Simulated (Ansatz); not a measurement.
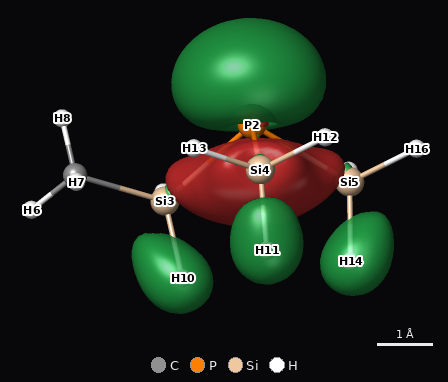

*CH$_{11}$PSi$_{3}$. The HOMO at ±0.1 Å⁻³ᐟ² (green and red are the two phases), seen from one side.*

Geometry: B3LYP-D3(BJ)/def2-SVP.

Method: Ansatz, isolated molecule in a Gaussian basis; Kohn-Sham density functional theory, functional PBE0.

```yaml
atoms:
  - { symbol: C, position_ang: [0.5085, 0.1405, 0.9325] }
  - { symbol: P, position_ang: [-2.5972, 1.0095, -0.1273] }
  - { symbol: Si, position_ang: [-0.3439, 1.2725, -0.3083] }
  - { symbol: Si, position_ang: [-2.8826, 2.1099, 1.8346] }
  - { symbol: Si, position_ang: [-3.2213, 2.6916, -1.5144] }
  - { symbol: H, position_ang: [1.6034, 0.2107, 0.8305] }
  - { symbol: H, position_ang: [0.2418, 0.4165, 1.9646] }
  - { symbol: H, position_ang: [0.2099, -0.9065, 0.7688] }
  - { symbol: H, position_ang: [0.0206, 0.8992, -1.7067] }
  - { symbol: H, position_ang: [0.0641, 2.6930, -0.0835] }
  - { symbol: H, position_ang: [-2.2015, 3.4389, 1.8686] }
  - { symbol: H, position_ang: [-4.3428, 2.3086, 2.0601] }
  - { symbol: H, position_ang: [-2.3294, 1.2623, 2.9302] }
  - { symbol: H, position_ang: [-2.5395, 3.9861, -1.2139] }
  - { symbol: H, position_ang: [-2.8941, 2.2861, -2.9111] }
  - { symbol: H, position_ang: [-4.6944, 2.8837, -1.3871] }
```

> Where does this orbital lie, and at what energy?

Its weight (Hirshfeld) is mainly on P2 (about 60 %), Si3 (about 10 %), Si4 (about 10 %) and Si5 (about 10 %). Its energy is −7.18 eV.
